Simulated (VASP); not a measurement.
# Driving VASP from ASE on YNiC2

Do ASE scripts that read YNiC2 from different structure formats give one answer, and do several routes find one equilibrium volume? All runs use PBEsol. Left out of this account: 1 further run (self-consistent run: a reference on another mesh). The start is a computed cell from the Materials Project.

Main program and level: VASP 6.6.1; PBEsol, spin-polarised from a ferromagnetic start (one magnetic atom a cell); plane waves and PAW (Y_sv, Ni, C), in the first sound run; inputs show where later runs differ.

**1. The starting structure**

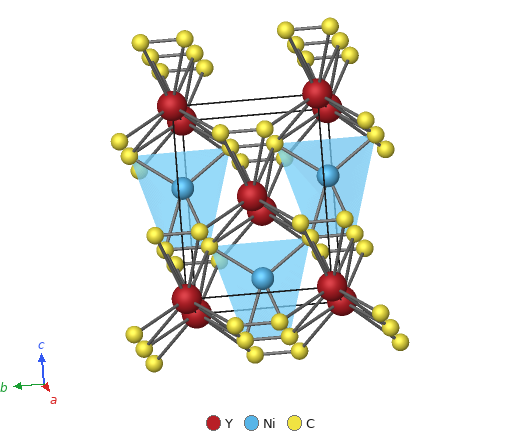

Start, viewed from a free direction; yttrium red, nickel blue, carbon yellow. This picture shows the conventional cell, with its axes. Some periodic images of atoms are drawn too.

**2. Self-consistent run (PBEsol, through ASE)**

A single point through ASE, with the structure read from a POSCAR.

run.py

```python
import numpy as np
from ase.calculators.vasp import Vasp
from ase.io import read
from ase.dft.bandgap import bandgap

atoms = read('structure.vasp')

calc = Vasp(
    xc='pbesol',
    pp='PBE',
    prec='Accurate',
    encut=520,
    ediff=1e-06,
    nelm=100,
    ismear=-1,
    sigma=0.05,
    lreal=False,
    algo='Normal',
    nbands=23,
    ispin=2,
    lasph=True,
    lmaxmix=4,
    lorbit=11,
    lwave=False,
    lcharg=False,
    kpar=4,
    isif=2,
    pp_version='64',
    setups={'Y': '_sv', 'Ni': '', 'C': ''},
    kpts=(8, 8, 8),
    gamma=True,
    txt='vasp.out',
    magmom=[0.0, 1.0, 0.0, 0.0],
)
atoms.calc = calc

print("energy (eV):", round(atoms.get_potential_energy(), 6))
print("Fermi level (eV):", round(calc.get_fermi_level(), 4))
print("forces (eV/A):")
print(np.round(atoms.get_forces(), 4))
print("stress (GPa, Voigt, tension positive):", np.round(atoms.get_stress() * 160.21766, 3))
print("magnetic moment (muB):", round(atoms.get_magnetic_moment(), 3))
gap, p1, p2 = bandgap(calc, direct=False)
print("gap on the mesh (eV):", round(gap, 4))
```

structure.vasp

```
YNiC2
1.0
    3.6105177600      0.0000000000      0.0000000000
    0.0000000000      2.2427958100      2.9912346600
    0.0000000000     -2.2427958100      2.9912346600
Y Ni C
1 1 2
Direct
    0.0000000000      0.0031364700      0.0031364700
    0.5000000000      0.6134320900      0.6134320900
    0.5000000000      0.4558403800      0.1505910600
    0.5000000000      0.1505910600      0.4558403800
```

The projector-augmented-wave data sets are Y_sv, Ni and C (PBE family, release 64).

On the command line:

```bash
> export ASE_VASP_COMMAND="mpirun -np 4 vasp_std"
> python run.py
```

Log:

```text
energy (eV): -33.847962
Fermi level (eV): 6.765
forces (eV/A):
[[ 0.     -0.     -0.0126]
 [ 0.     -0.      0.1393]
 [ 0.      0.2022 -0.0634]
 [ 0.     -0.2022 -0.0634]]
stress (GPa, Voigt, tension positive): [ 4.162  2.393  4.036 -0.    -0.    -0.   ]
magnetic moment (muB): 0.0
gap on the mesh (eV): 0.0
```

Elapsed: 40 s, on 4 MPI ranks of AMD EPYC 9R45, shared host; peak memory 1.2 GiB; 2.4 min of CPU time.

The logs omit lines about the potential files and the build; timing stands in the text.

The INCAR that ASE wrote:

```
ENCUT = 520.000000
SIGMA = 0.050000
EDIFF = 1.00e-06
ALGO = Normal
GGA = PS
PREC = Accurate
ISIF = 2
ISMEAR = -1
ISPIN = 2
KPAR = 4
LMAXMIX = 4
LORBIT = 11
NBANDS = 23
NELM = 100
MAGMOM = 1*0.0000 1*1.0000 2*0.0000
LASPH = .TRUE.
LCHARG = .FALSE.
LWAVE = .FALSE.
LREAL = .FALSE.
```

ASE turned this into the KPOINTS:

```
KPOINTS created by Atomic Simulation Environment
0
Gamma
8 8 8
0 0 0
```

VASP's own log, vasp.out:

```text
[banner, memory and clock lines left out]
running    4 mpi-ranks, on    1 nodes
 distrk:  each k-point on    1 cores,    4 groups
 distr:  one band on    1 cores,    1 groups

 POSCAR found type information on POSCAR Y NiC
 POSCAR found :  3 types and       4 ions
|                                                                             |
|               ----> ADVICE to this user running VASP <----                  |
|                                                                             |
|     You enforced a specific xc type in the INCAR file but a different       |
|     [... a line on the potential file left out ...]
|     I HOPE YOU KNOW WHAT YOU ARE DOING!                                     |
|                                                                             |

 LDA part: xc-table for (Slater+PW92), standard interpolation
 POSCAR, INCAR and KPOINTS ok, starting setup
 FFT: planning ... GRIDC
 FFT: planning ... GRID_SOFT
 FFT: planning ... GRID
 WAVECAR not read
 entering main loop
       N       E                     dE             d eps       ncg     rms          rms(c)
DAV:   1     0.168603066472E+03    0.16860E+03   -0.14192E+04  9660   0.141E+03
DAV:   2    -0.246659719909E+02   -0.19327E+03   -0.18000E+03 10465   0.324E+02
DAV:   3    -0.395650374696E+02   -0.14899E+02   -0.14421E+02 12260   0.854E+01
DAV:   4    -0.401786896391E+02   -0.61365E+00   -0.61154E+00 13115   0.159E+01
DAV:   5    -0.401953957025E+02   -0.16706E-01   -0.16699E-01 12900   0.248E+00    0.394E+01
DAV:   6    -0.482654454593E+02   -0.80700E+01   -0.19740E+02 12535   0.158E+02    0.436E+01
DAV:   7    -0.341365674722E+02    0.14129E+02   -0.31118E+01 11887   0.958E+01    0.185E+01
DAV:   8    -0.342073276661E+02   -0.70760E-01   -0.11311E+01 15365   0.407E+01    0.164E+01
DAV:   9    -0.340193359056E+02    0.18799E+00   -0.60727E+00 13020   0.292E+01    0.551E+00
DAV:  10    -0.338674060497E+02    0.15193E+00   -0.52767E-01 14624   0.957E+00    0.210E+00
DAV:  11    -0.338557665794E+02    0.11639E-01   -0.58730E-02 14254   0.240E+00    0.134E+00
DAV:  12    -0.338535681270E+02    0.21985E-02   -0.94960E-03 15411   0.107E+00    0.401E-01
DAV:  13    -0.338531722173E+02    0.39591E-03   -0.16318E-03 14808   0.442E-01    0.108E-01
DAV:  14    -0.338531694256E+02    0.27917E-05   -0.12744E-04 12715   0.847E-02    0.806E-02
DAV:  15    -0.338531489326E+02    0.20493E-04   -0.11021E-04 14728   0.128E-01    0.187E-02
DAV:  16    -0.338531495808E+02   -0.64825E-06   -0.60952E-06 11307   0.173E-02
   1 F= -.33853150E+02 E0= -.33847962E+02  d E =-.103749E-01  mag=    -0.0000
```

From OUTCAR (step 2):

```text
ion  position               nearest neighbor table
   1  0.000  0.003  0.003-   3 2.64   3 2.64   4 2.64   4 2.64   4 2.67   3 2.67   4 2.67   3 2.67
                             2 2.95   2 2.95   2 2.95   2 2.95   2 2.95   2 2.95
   2  0.500  0.613  0.613-   3 1.93   4 1.93   4 1.98   3 1.98   1 2.95   1 2.95   1 2.95   1 2.95
                             1 2.95   1 2.95
   3  0.500  0.456  0.151-   4 1.37   2 1.93   2 1.98   1 2.64   1 2.64   1 2.67   1 2.67
   4  0.500  0.151  0.456-   3 1.37   2 1.93   2 1.98   1 2.64   1 2.64   1 2.67   1 2.67

  LATTYP: Found a base centered orthorhombic cell.
 ALAT       =     4.4855916200
 B/A-ratio  =     1.3337079759
 C/A-ratio  =     0.8049145053

 Subroutine GETGRP returns: Found  4 space group operations
 (whereof  4 operations were pure point group operations)

The static configuration has the point symmetry C_2v.

 Found    105 irreducible k-points:

   k-points           NKPTS =    105   k-points in BZ     NKDIM =    105   number of bands    NBANDS=     23

   dimension x,y,z NGX =    28 NGY =   28 NGZ =   28
   dimension x,y,z NGXF=    56 NGYF=   56 NGZF=   56

   ENCUT  =  520.0 eV  38.22 Ry    6.18 a.u.   6.71  6.95  6.95*2*pi/ulx,y,z

   NELECT =      29.0000    total number of electrons

 k-points in reciprocal lattice and weights: KPOINTS created by Atomic Simulation Env
   0.00000000  0.00000000  0.00000000       0.002
   0.12500000  0.00000000  0.00000000       0.004
   0.25000000  0.00000000  0.00000000       0.004
   0.37500000  0.00000000  0.00000000       0.004
   0.50000000  0.00000000  0.00000000       0.002
   0.00000000  0.12500000  0.00000000       0.008
   0.12500000  0.12500000  0.00000000       0.016
   0.25000000  0.12500000  0.00000000       0.016
   0.37500000  0.12500000  0.00000000       0.016
[...]
0.37500000  0.50000000  0.50000000       0.004
   0.50000000  0.50000000  0.50000000       0.002

 average (electrostatic) potential at core
       1 -33.5297       2 -85.1106       3 -48.7593       4 -48.7593

 E-fermi :   6.7650

 spin component 1
 k-point     1 :       0.0000    0.0000    0.0000
  band No.  band energies     occupation
    ...
     10       3.2598      1.00000
     11       4.0933      1.00000
     12       4.4367      1.00000
     13       4.7338      1.00000
     14       5.5516      1.00000
     15       7.1776      0.00026
     16       7.2102      0.00014
     17       8.6677      0.00000
     18      10.3219      0.00000
     19      10.4582      0.00000
    ...

 k-point     2 :       0.1250    0.0000    0.0000
  band No.  band energies     occupation
    ...
     10       3.7368      1.00000
     11       4.0533      1.00000
     12       4.3895      1.00000
     13       4.5945      1.00000
     14       5.6247      1.00000
     15       7.0277      0.00520
     16       7.4440      0.00000
     17       8.2158      0.00000
     18       9.6963      0.00000
     19      10.7739      0.00000
    ...

 k-point     3 :       0.2500    0.0000    0.0000
  band No.  band energies     occupation
    ...
     11       4.1633      1.00000
     12       4.3474      1.00000
     13       4.4178      1.00000
     14       5.8011      1.00000
     15       6.7359      0.64173
     16       7.3460      0.00001
     17       8.0605      0.00000
     18       9.5123      0.00000
     19      11.6433      0.00000
     20      11.8275      0.00000
    ...

 k-point     4 :       0.3750    0.0000    0.0000
  band No.  band energies     occupation
    ...
     11       4.1196      1.00000
     12       4.2158      1.00000
     13       4.7751      1.00000
     14       5.9908      1.00000
     15       6.3314      0.99983
     16       6.8941      0.07032
     17       8.4601      0.00000
     18      10.0684      0.00000
     19      11.4676      0.00000
     20      12.6696      0.00000
    ...

 k-point     5 :       0.5000    0.0000    0.0000
  band No.  band energies     occupation
    ...
     11       4.0833      1.00000
     12       4.1773      1.00000
     13       4.9274      1.00000
     14       6.0769      1.00000
     15       6.1026      1.00000
     16       6.8160      0.26505
     17       8.5506      0.00000
     18      10.5595      0.00000
     19      11.1803      0.00000
     20      12.9143      0.00000
    ...

 k-point     6 :       0.0000    0.1250    0.0000
  band No.  band energies     occupation
    ...
     10       3.3496      1.00000
     11       4.1335      1.00000
     12       4.3740      1.00000
     13       4.4415      1.00000
     14       5.3809      1.00000
     15       7.0786      0.00189
     16       7.7213      0.00000
     17       8.6354      0.00000
     18      10.2767      0.00000
     19      10.3348      0.00000
    ...

  Total       -1.2584317     -0.7237009     -1.2202597      0.0000000      0.0000000      0.0000000
  in kB      -41.6198504    -23.9348110    -40.3573975      0.0000000      0.0000000      0.0000000
  external PRESSURE =     -35.3040196 kB  Pullay stress =       0.0000000 kB

  energy-cutoff  :      520.00
  volume of cell :       48.44
      direct lattice vectors                 reciprocal lattice vectors
     3.610517760  0.000000000  0.000000000     0.276968586  0.000000000  0.000000000
     0.000000000  2.242795810  2.991234660     0.000000000  0.222936033  0.167155057
     0.000000000 -2.242795810  2.991234660     0.000000000 -0.222936033  0.167155057

 POSITION                                       TOTAL-FORCE (eV/Angst)
 -----------------------------------------------------------------------------------
      0.00000      0.00000      0.01876         0.000000     -0.000000     -0.012553
      1.80526      0.00000      3.66984         0.000000     -0.000000      0.139267
      1.80526      0.68461      1.81398         0.000000      0.202152     -0.063357
      1.80526     -0.68461      1.81398         0.000000     -0.202152     -0.063357
 -----------------------------------------------------------------------------------
    total drift:                                0.000000      0.000000      0.000305

  FREE ENERGIE OF THE ION-ELECTRON SYSTEM (eV)
  ---------------------------------------------------
  free  energy   TOTEN  =       -33.8531495808 eV

  energy  without entropy=      -33.8427747291  energy(sigma->0) =      -33.84796215

 total charge
# of ion       s       p       d       f       tot
--------------------------------------------------
    1        2.172   6.419   1.047   0.069   9.707
    2        0.531   0.735   8.431   0.000   9.698
    3        0.865   1.588   0.000   0.000   2.453
    4        0.865   1.588   0.000   0.000   2.453
--------------------------------------------------
tot          4.433  10.331   9.478   0.069  24.311

 magnetization (x)
# of ion       s       p       d       f       tot
--------------------------------------------------
    1        0.000   0.000  -0.000   0.000   0.000
    2       -0.000  -0.000   0.000   0.000   0.000
    3        0.000   0.000   0.000   0.000   0.000
    4        0.000   0.000   0.000   0.000   0.000
--------------------------------------------------
tot          0.000   0.000   0.000   0.000   0.000

[... 6 further parts left out ...]
```

The moments of the start collapse, so the state is non-magnetic; other starts or orders were not tried. The PAW data sets were made with PBE, which is usual practice but a small mismatch for other functionals. At this level the cell is under a tension of 3.5 GPa, so at these settings it is away from equilibrium.

Numbers from this step:

* electronic steps: 16
* electrons: 29
* bands: 23
* irreducible k points: 105
* symmetry operations: 4
* free energy (TOTEN): -33.85 eV
* energy at zero smearing: -33.85 eV
* Fermi energy: 6.765 eV
* pressure: -3.530 GPa
* metallic: yes

The spin moment in the PAW sphere vanishes on all atoms.

Force by atom:

| atom | x (eV/Å) | y (eV/Å) | z (eV/Å) | size |
| --- | --- | --- | --- | --- |
| Y1 | 0.000 | 0.000 | -0.013 | 0.013 |
| Ni2 | 0.000 | 0.000 | 0.139 | 0.139 |
| C3 | 0.000 | 0.202 | -0.063 | 0.212 |
| C4 | 0.000 | -0.202 | -0.063 | 0.212 |

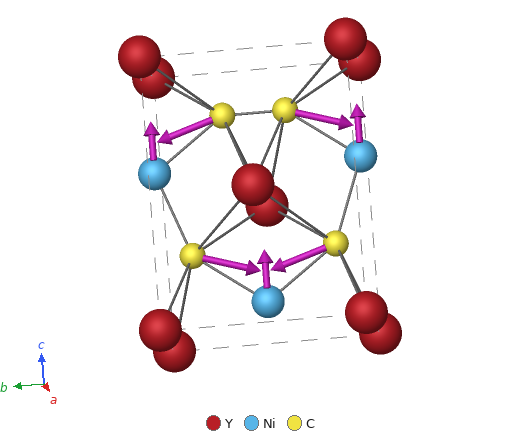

Force as arrows, the longest 0.212 eV/Å. Some periodic images of atoms are drawn too.

The pressure is -3.53 GPa and the largest force 0.212 eV/Å, so the cell is not at a minimum at these settings.

(Continued in part 2 of 4.)

[Lines on the potential files, build, host, timing and source positions are cut from VASP's logs without a mark.]

[Logs are printed without paths, hosts, clocks, repeated set-up lines and the standing remarks that a program may print on its own settings, such as how far it seeks lower states.]

[Hosts, paths, dates, database ids (printed as entryN), source tags and the programs' standing remarks are cut or masked in the printed files.]

[A measured line is paired with the nearest computed mode of its activity, which favours agreement.]
